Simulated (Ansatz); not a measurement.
C₂F₄ (SMILES FC(F)=C(F)F)

Input

```
crystal:
  periodic: [false, false, false]
  atoms:
    - {symbol: F, position_ang: [1.169200, -1.134500, -0.708000]}
    - {symbol: C, position_ang: [0.202500, -0.640200, 0.025700]}
    - {symbol: F, position_ang: [-0.337500, -1.520600, 0.832300]}
    - {symbol: C, position_ang: [-0.188400, 0.618800, -0.041100]}
    - {symbol: F, position_ang: [0.351500, 1.499300, -0.847600]}
    - {symbol: F, position_ang: [-1.155200, 1.113100, 0.692600]}
basis:
  gaussian: {orbitals: def2-SVP}
hamiltonian: {xc: hf}
accuracy: high
output: {forces: true, orbitals: {seedname: orbitals}}
```

Command:

```sh
ansatz run job.yaml --threads 1 --pin off --max-ram 2610MiB --events-out events.jsonl --progress --plain --runs-dir runs
```

Geometry: PBE0-D4/def2-TZVP.

All numbers below come from isolated molecule in a Gaussian basis; Hartree-Fock in Ansatz.

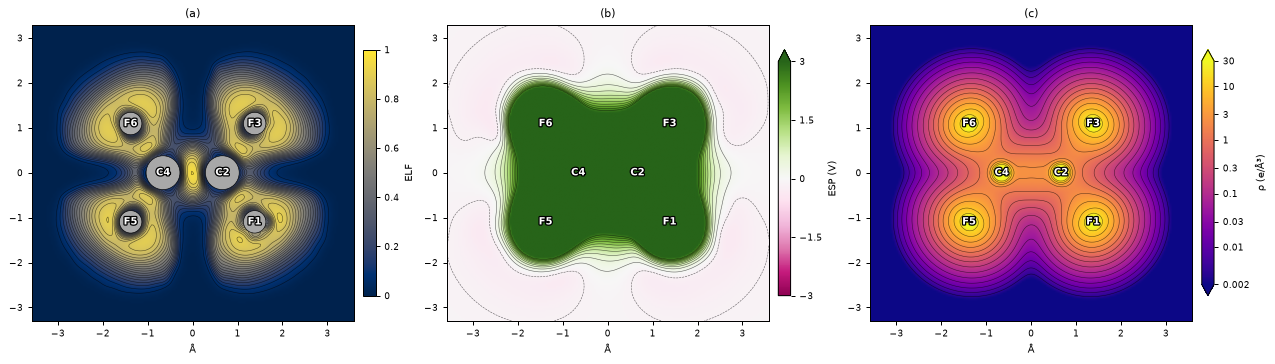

Figure 1. (a) ELF; (b) electrostatic potential; (c) total electron density on the molecular plane. Grey discs cover the atomic cores in the ELF map.

Question: Interpret the plot.

Answer: Atoms in the plane: F and C. C–F (1.31 Å): ρ is about 2.5 e/Å³ halfway; the ELF peaks at about 0.85 between the atoms; a polar covalent bond. C–C (1.32 Å): the density is about 2.5 e/Å³ at the midpoint; the ELF peaks at about 0.95 between the atoms: a multiple bond. The ELF also peaks beside F5, F1, F3 and F6, away from the bonds: lone-pair regions. Outside the dense part of the molecule the potential is most negative (−0.4 V) near F1, F3, F5 and F6.

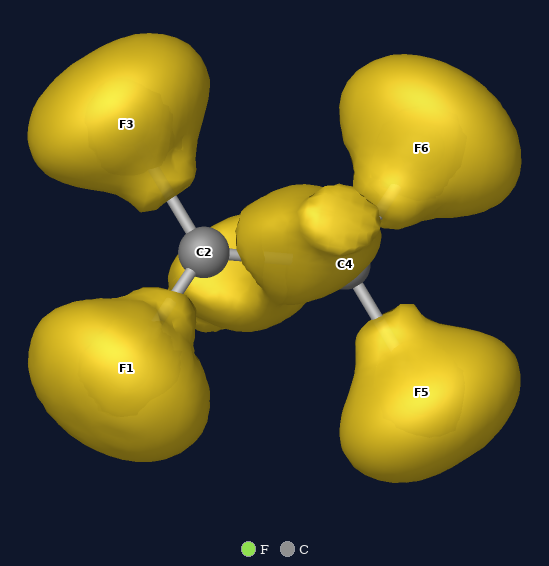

Figure 2. Isosurface of the ELF at 0.75 (yellow), seen at an oblique angle. Core shells and regions of very low density are left out.

Question: Describe the localisation domains.

Answer: The surface consists of one region between bonded C–C atoms (shared pairs) and four regions on F in which the atom's valence shell and bonds are merged.

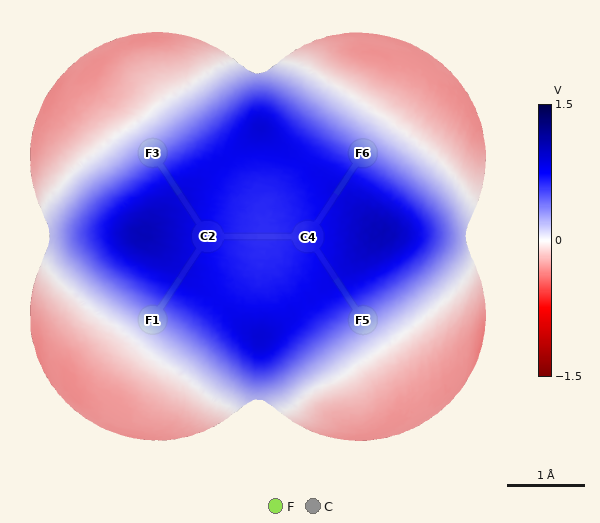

Figure 3. The molecular electrostatic potential painted on the density surface at 0.001 e/bohr³, seen across its widest extent; red is negative and blue positive.

Question: Which sites attract a positive test charge, and which a negative one?

Answer: A positive charge is drawn to the negative regions and a negative charge to the positive ones. The most negative region (about −0.3 V) lies over F1, F3, F5 and F6, the most positive (about +1.0 V) over the π face of C2 and C4.
